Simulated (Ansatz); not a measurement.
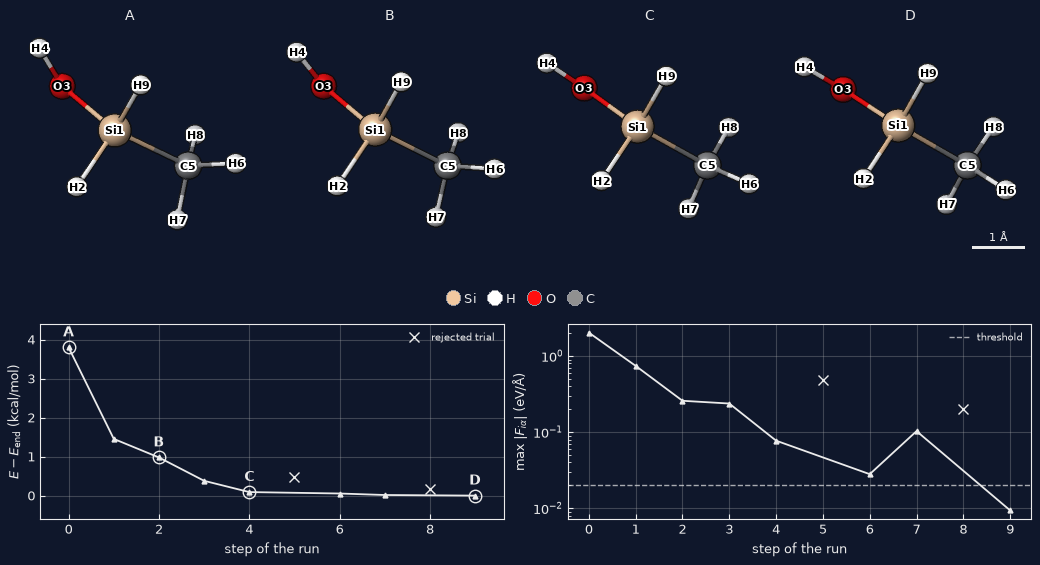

Frames of a relaxation of CH₆OSi, marked on the history of the run. A ball-and-stick model, seen from a free direction.

The run prepares the start of a later molecular dynamics calculation, from a guessed geometry.

These are results of Ansatz, RKS PBE0-D4/6-31G*, not measurements.

Input file:
```yaml
crystal:
  periodic: [false, false, false]
  atoms:
    - { symbol: Si, position_ang: [0.0, 0.0, 0.0] }
    - { symbol: H, position_ang: [0.0, 0.0, 1.46] }
    - { symbol: O, position_ang: [1.5842, 0.0, -0.5594] }
    - { symbol: H, position_ang: [1.9006, -0.9521, -0.6761] }
    - { symbol: C, position_ang: [-0.8808, 1.5259, -0.6227] }
    - { symbol: H, position_ang: [-1.9334, 1.2723, -0.8671] }
    - { symbol: H, position_ang: [-0.8624, 2.3106, 0.1622] }
    - { symbol: H, position_ang: [-0.3704, 1.9025, -1.5336] }
    - { symbol: H, position_ang: [-0.6877, -1.1914, -0.4862] }
basis:
  gaussian: { orbitals: "6-31G*" }
hamiltonian:
  xc: pbe0
  dispersion: d4
relax:
  f_tol: 0.02
  max_steps: 40
```

Run as
```bash
ansatz run input.yaml --threads 1 --pin off --max-ram 2048MiB --backend cpu --events-out ev --progress --plain --runs-dir out
```

### What happens along the run?

H6 moves most after the best rigid fit: 0.55 Å. Largest moves by element: H 0.55 Å, Si 0.12 Å, O 0.06 Å, C 0.02 Å. Near-neighbour distances that change, for instance: O3–H4 1.010 → 0.963 Å, Si1–H2 1.460 → 1.497 Å, C5–H7 1.110 → 1.095 Å, C5–H6 1.110 → 1.096 Å. Bond angles that change, for instance: Si1–O3–H4 109.5° → 115.9°, O3–Si1–C5 109.5° → 106.8°, H2–Si1–H9 109.5° → 106.8°. Groups turn about Si1–C5 by about 35°, Si1–O3 by about 30°. Over 7 accepted moves (9 points after the start) the energy falls by 3.80 kcal/mol. The largest force component goes from 2 to 0.0094 eV/Å. The line search rejected the trial steps at points 5, 8 of the run. From step 0 to 2: H7 moves most (0.12 Å), energy −2.82 kcal/mol. From step 2 to 4: H atoms move most (0.31 Å), energy −0.89 kcal/mol. From step 4 to 9: H6 moves most (0.13 Å), energy −0.09 kcal/mol.
